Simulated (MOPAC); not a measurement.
**Geometry relaxation of GeBH5 (part 2 of 2)**

GeBH5; PM6-DH+, closed shell, dispersion DH+, COSMO solvent acetonitrile (MOPAC 23.2.5). The run did not end well. The geometry comes from this level: PBE0-D4/def2-TZVP.

Geometry of the input (Å):
```
B  0.0075  -1.2198  0.2681
Ge 0.0489  0.7861  -0.1834
H  -1.0444  -1.7846  0.3128
H  0.9977  -1.8493  0.4886
H  -0.6011  1.0197  -1.5622
H  -0.7998  1.5662  0.8407
H  1.4525  1.4137  -0.2103
```

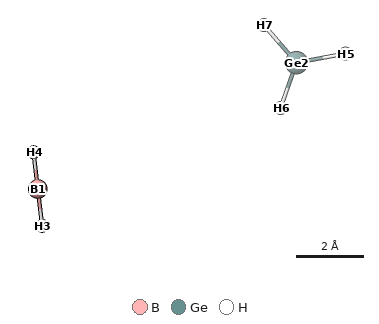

The geometry at step 98 of the log (ball-and-stick view, seen at a tilt; atoms are numbered from 1 in the order of the input).

Trajectory as extended XYZ, continued
```
7
Properties=species:S:1:pos:R:3:forces:R:3 step=41 energy=3.07737
B    -0.1397   -5.9767    1.0669    0.0005   0.0149  -0.0066
Ge    0.1202    4.3499   -0.8008    0.0080   0.0261   0.0073
H    -1.2446   -5.9943    1.4184    0.0449  -0.0074  -0.0126
H     0.9643   -5.9525    0.7132   -0.0456  -0.0100   0.0194
H    -0.5281    4.3274   -2.1547   -0.0065  -0.0049  -0.0077
H    -0.7160    4.6334    0.4129   -0.0378  -0.0097   0.0142
H     1.6052    4.5447   -0.7016    0.0365  -0.0090  -0.0139
7
Properties=species:S:1:pos:R:3:forces:R:3 step=47 energy=3.07402
B    -0.1727   -7.1190    1.2524   -0.0072  -0.0061  -0.0195
Ge    0.1481    5.2377   -0.9367   -0.0020   0.0171   0.0082
H    -1.2320   -7.1563    1.7178   -0.0026   0.0036   0.0111
H     0.8835   -7.0841    0.7798    0.0097   0.0024   0.0083
H    -0.4994    5.2241   -2.2900   -0.0227  -0.0023  -0.0345
H    -0.7058    5.4486    0.2804    0.0177  -0.0082  -0.0002
H     1.6396    5.3810   -0.8495    0.0072  -0.0065   0.0266
7
Properties=species:S:1:pos:R:3:forces:R:3 step=52 energy=3.07302
B    -0.1811   -7.3723    1.2914    0.0001  -0.0078  -0.0019
Ge    0.1512    5.4557   -0.9722   -0.0003   0.0098  -0.0290
H    -1.2284   -7.4134    1.7847    0.0157   0.0054  -0.0078
H     0.8659   -7.3344    0.7972   -0.0158   0.0026   0.0096
H    -0.4952    5.4157   -2.3269   -0.0059   0.0014   0.0031
H    -0.6959    5.6217    0.2543   -0.0104  -0.0019   0.0122
H     1.6448    5.5590   -0.8741    0.0166  -0.0095   0.0137
7
Properties=species:S:1:pos:R:3:forces:R:3 step=57 energy=3.07064
B    -0.1724   -7.0582    1.2399    0.0043   0.0024   0.0099
Ge    0.1454    5.2436   -0.9394   -0.0021   0.0002   0.0009
H    -1.2333   -7.0931    1.7022   -0.0025   0.0002  -0.0069
H     0.8899   -7.0223    0.7808   -0.0019  -0.0028  -0.0031
H    -0.5062    5.1595   -2.2888    0.0041   0.0043  -0.0036
H    -0.7027    5.3854    0.2905   -0.0021  -0.0016   0.0006
H     1.6405    5.3170   -0.8310    0.0002  -0.0028   0.0022
7
Properties=species:S:1:pos:R:3:forces:R:3 step=62 energy=3.07079
B    -0.1703   -7.0182    1.2356   -0.0036  -0.0011  -0.0061
Ge    0.1443    5.2157   -0.9348   -0.0019  -0.0005  -0.0042
H    -1.2347   -7.0527    1.6902    0.0023   0.0019   0.0009
H     0.8927   -6.9839    0.7782    0.0013  -0.0009   0.0052
H    -0.5060    5.1293   -2.2849    0.0054   0.0047   0.0013
H    -0.7041    5.3557    0.2950   -0.0047  -0.0011   0.0013
H     1.6394    5.2860   -0.8249    0.0014  -0.0030   0.0017
7
Properties=species:S:1:pos:R:3:forces:R:3 step=67 energy=3.07073
B    -0.1695   -6.9769    1.2287   -0.0037  -0.0069   0.0005
Ge    0.1431    5.2052   -0.9312   -0.0040  -0.0026   0.0024
H    -1.2371   -7.0087    1.6754   -0.0022   0.0047  -0.0005
H     0.8977   -6.9474    0.7812    0.0059   0.0020   0.0000
H    -0.4996    5.1016   -2.2828   -0.0045   0.0053  -0.0139
H    -0.7116    5.3157    0.2969   -0.0037   0.0008   0.0042
H     1.6382    5.2424   -0.8139    0.0123  -0.0034   0.0074
7
Properties=species:S:1:pos:R:3:forces:R:3 step=72 energy=3.07205
B    -0.1655   -6.8237    1.2040    0.0027   0.0011   0.0034
Ge    0.1365    5.1397   -0.9149    0.0330  -0.0319   0.0118
H    -1.2487   -6.8360    1.6145    0.0169   0.0007  -0.0105
H     0.9182   -6.8108    0.7944   -0.0197  -0.0021   0.0070
H    -0.4682    5.0148   -2.2835   -0.0144   0.0131   0.0185
H    -0.7417    5.1702    0.3035    0.0188   0.0031  -0.0411
H     1.6306    5.0778   -0.7637   -0.0374   0.0160   0.0108
7
Properties=species:S:1:pos:R:3:forces:R:3 step=78 energy=3.06902
B    -0.1663   -6.8626    1.2102   -0.0038   0.0010   0.0028
Ge    0.1395    5.1382   -0.9185    0.0036  -0.0005  -0.0041
H    -1.2432   -6.8837    1.6354    0.0043   0.0007  -0.0043
H     0.9104   -6.8409    0.7849   -0.0005  -0.0020   0.0014
H    -0.4868    5.0286   -2.2782   -0.0054   0.0044   0.0028
H    -0.7267    5.2180    0.3044    0.0008   0.0017  -0.0075
H     1.6343    5.1344   -0.7840    0.0010  -0.0054   0.0088
7
Properties=species:S:1:pos:R:3:forces:R:3 step=83 energy=3.06886
B    -0.1633   -6.7530    1.1924   -0.0050  -0.0033   0.0044
Ge    0.1386    5.0582   -0.9060   -0.0047   0.0003  -0.0005
H    -1.2495   -6.7628    1.5936    0.0045   0.0026  -0.0048
H     0.9229   -6.7440    0.7916    0.0005   0.0003   0.0004
H    -0.4727    4.9730   -2.2740   -0.0015   0.0042  -0.0041
H    -0.7450    5.1294    0.3047   -0.0015   0.0023  -0.0008
H     1.6304    5.0312   -0.7480    0.0077  -0.0064   0.0054
7
Properties=species:S:1:pos:R:3:forces:R:3 step=88 energy=3.07102
B    -0.1756   -7.1513    1.2576    0.0199   0.0039  -0.0287
Ge    0.1530    5.3481   -0.9548    0.0245  -0.0057   0.0037
H    -1.2730   -7.0948    1.6086   -0.1162   0.0034   0.0473
H     0.9203   -7.2058    0.8983    0.0964  -0.0073  -0.0185
H    -0.3411    5.4935   -2.3657    0.0389   0.0062   0.0157
H    -0.8403    5.3586    0.1699   -0.0006  -0.0020   0.0140
H     1.6180    5.1835   -0.6597   -0.0630   0.0015  -0.0335
7
Properties=species:S:1:pos:R:3:forces:R:3 step=93 energy=3.06950
B    -0.2003   -7.9691    1.3873    0.0044   0.0307  -0.0223
Ge    0.1679    5.9635   -1.0488    0.0025   0.0002  -0.0450
H    -1.2904   -7.8759    1.7716    0.0521  -0.0195  -0.0102
H     0.8883   -8.0511    0.9952   -0.0564  -0.0106   0.0325
H    -0.2213    6.2630   -2.4709    0.0246  -0.0014   0.0745
H    -0.8876    5.9057    0.0178    0.0198  -0.0009  -0.0180
H     1.6046    5.6958   -0.6979   -0.0470   0.0015  -0.0115
7
Properties=species:S:1:pos:R:3:forces:R:3 step=98 energy=3.07279
B    -0.2114   -8.2837    1.4348    0.0493   0.0035  -0.0167
Ge    0.1666    6.1792   -1.0866    0.0346   0.0218  -0.0997
H    -1.3008   -8.1543    1.7966   -0.0756   0.0038   0.0235
H     0.8797   -8.4100    1.0716    0.0263  -0.0066  -0.0068
H    -0.0930    6.6639   -2.4893   -0.0050  -0.0203   0.1094
H    -0.9527    6.0999   -0.0902    0.0153   0.0012  -0.0194
H     1.5729    5.8368   -0.6826   -0.0449  -0.0033   0.0097
7
Properties=species:S:1:pos:R:3:forces:R:3 step=103 energy=3.07258
B    -0.1875   -7.4722    1.3033   -0.0008   0.0023   0.0013
Ge    0.1415    5.5294   -1.0058    0.0366   0.0146  -0.0246
H    -1.3106   -7.2995    1.5336    0.0431  -0.0090  -0.0097
H     0.9356   -7.6442    1.0727   -0.0422   0.0069   0.0086
H    -0.0181    6.1573   -2.3615   -0.0149   0.0065   0.0190
H    -1.0194    5.4968   -0.0553    0.0069  -0.0062  -0.0048
H     1.5198    5.1643   -0.5327   -0.0288  -0.0151   0.0102
7
Properties=species:S:1:pos:R:3:forces:R:3 step=109 energy=3.07391
B    -0.1825   -7.2760    1.2711    0.0169   0.0029  -0.0036
Ge    0.1306    5.3607   -1.0037    0.0073   0.0146   0.0202
H    -1.3097   -7.0685    1.4325   -0.0125  -0.0031   0.0035
H     0.9455   -7.4816    1.1088   -0.0041   0.0001   0.0004
H     0.0772    6.1317   -2.2928   -0.0186  -0.0028   0.0263
H    -1.0675    5.3288   -0.0963    0.0228   0.0010  -0.0431
H     1.4677    4.9369   -0.4651   -0.0117  -0.0127  -0.0038
7
Properties=species:S:1:pos:R:3:forces:R:3 step=114 energy=3.07314
B    -0.1761   -7.0432    1.2337    0.0157  -0.0041  -0.0067
Ge    0.1307    5.1915   -0.9869   -0.0011  -0.0268   0.0697
H    -1.3054   -6.7942    1.3031    0.0169  -0.0064   0.0045
H     0.9535   -7.2926    1.1619   -0.0324   0.0103   0.0027
H     0.2083    6.1333   -2.1491    0.0096   0.0584  -0.0694
H    -1.1459    5.1099   -0.2004   -0.0025  -0.0159   0.0007
H     1.3961    4.6272   -0.4080   -0.0062  -0.0154  -0.0014
7
Properties=species:S:1:pos:R:3:forces:R:3 step=119 energy=3.07266
B    -0.1830   -7.2689    1.2684    0.0041  -0.0076   0.0088
Ge    0.1496    5.4154   -0.9911   -0.0063  -0.0430   0.0627
H    -1.3048   -6.9867    1.2959   -0.0209   0.0053  -0.0005
H     0.9385   -7.5536    1.2437    0.0170   0.0024  -0.0078
H     0.3678    6.5050   -2.0045   -0.0036  -0.0513   0.0552
H    -1.2213    5.1955   -0.4062    0.1047   0.0203  -0.0548
H     1.3145    4.6253   -0.4519   -0.0951   0.0740  -0.0635
7
Properties=species:S:1:pos:R:3:forces:R:3 step=124 energy=3.06994
B    -0.1889   -7.4694    1.3017   -0.0005  -0.0025   0.0014
Ge    0.1634    5.6016   -0.9715   -0.0543   0.0150  -0.0410
H    -1.3089   -7.1783    1.3223   -0.0144   0.0018   0.0030
H     0.9308   -7.7617    1.2813    0.0150   0.0009  -0.0041
H     0.4491    6.7578   -1.8895   -0.0057  -0.0426   0.0454
H    -1.2492    5.2979   -0.5590    0.0258   0.0208  -0.0149
H     1.2650    4.6841   -0.5311    0.0340   0.0066   0.0101
7
Properties=species:S:1:pos:R:3:forces:R:3 step=129 energy=3.06803
B    -0.1878   -7.4279    1.2952    0.0043  -0.0016  -0.0008
Ge    0.1604    5.5635   -0.9703   -0.0054  -0.0094  -0.0245
H    -1.3081   -7.1382    1.3151   -0.0132   0.0004   0.0041
H     0.9326   -7.7182    1.2748    0.0091   0.0014  -0.0029
H     0.4373    6.7135   -1.8948    0.0095   0.0031   0.0085
H    -1.2486    5.2750   -0.5435   -0.0093  -0.0064   0.0039
H     1.2754    4.6643   -0.5222    0.0049   0.0124   0.0117
7
Properties=species:S:1:pos:R:3:forces:R:3 step=134 energy=3.06966
B    -0.1868   -7.3930    1.2897    0.0069  -0.0002  -0.0023
Ge    0.1569    5.5272   -0.9763    0.0099  -0.0060  -0.0105
H    -1.3068   -7.1022    1.3021   -0.0180   0.0006   0.0049
H     0.9335   -7.6837    1.2762    0.0113  -0.0002  -0.0022
H     0.4486    6.7024   -1.8658    0.0048  -0.0161   0.0215
H    -1.2576    5.2494   -0.5554    0.0279  -0.0058   0.0003
H     1.2734    4.6320   -0.5162   -0.0427   0.0277  -0.0116
7
Properties=species:S:1:pos:R:3:forces:R:3 step=140 energy=3.07072
B    -0.1903   -7.5093    1.3088    0.0130   0.0079  -0.0049
Ge    0.1538    5.6082   -1.0064    0.0111  -0.0184   0.0053
H    -1.3110   -7.2207    1.3186   -0.0170  -0.0045   0.0061
H     0.9317   -7.7945    1.2970    0.0041  -0.0031  -0.0009
H     0.5209    6.8743   -1.7240   -0.0149   0.0081   0.0050
H    -1.2795    5.3082   -0.6761    0.0145   0.0134  -0.0095
H     1.2357    4.6658   -0.5635   -0.0109  -0.0033  -0.0010
7
Properties=species:S:1:pos:R:3:forces:R:3 step=145 energy=3.07062
B    -0.1931   -7.6146    1.3257    0.0120   0.0080  -0.0021
Ge    0.1603    5.6861   -1.0203    0.0060  -0.0443   0.0159
H    -1.3157   -7.3342    1.3424   -0.0200  -0.0037   0.0047
H     0.9307   -7.8916    1.3082    0.0081  -0.0040  -0.0024
H     0.5481    7.0109   -1.6070    0.0126   0.0208  -0.0031
H    -1.2891    5.3726   -0.7856    0.0159  -0.0023  -0.0005
H     1.2201    4.7028   -0.6091   -0.0346   0.0254  -0.0126
7
Properties=species:S:1:pos:R:3:forces:R:3 step=150 energy=3.07245
B    -0.1988   -7.8616    1.3656   -0.0273  -0.0120   0.0093
Ge    0.1698    5.8746   -1.0548   -0.0215   0.1789  -0.0497
H    -1.3284   -7.6068    1.4108    0.0299  -0.0001  -0.0026
H     0.9286   -8.1226    1.3230   -0.0026   0.0126  -0.0066
H     0.5906    7.2796   -1.4266   -0.0570  -0.2344   0.0690
H    -1.2926    5.5344   -0.9615    0.0681   0.0317  -0.0112
H     1.1920    4.8343   -0.7021    0.0104   0.0233  -0.0082
```

What the run reported

```csv
quantity,value
outcome,not converged
total energy,−7.365802 hartree
dispersion energy,−0.000012 hartree
heat of formation,70.85 kcal/mol
basis functions,13
largest force,0.251 eV/Å
HOMO,−8.48 eV
LUMO,0.53 eV
dipole moment,66.98 D
hardware,"1 thread of Arm Neoverse N1, 54 GiB of memory available, shared host"
wall time,23 s
peak memory,0.12 GiB
```

Settings chosen away from the usual ones: ase_opt; cycles; fmax; gnorm; opt; relscf. The run did not converge. Its last values are not results.
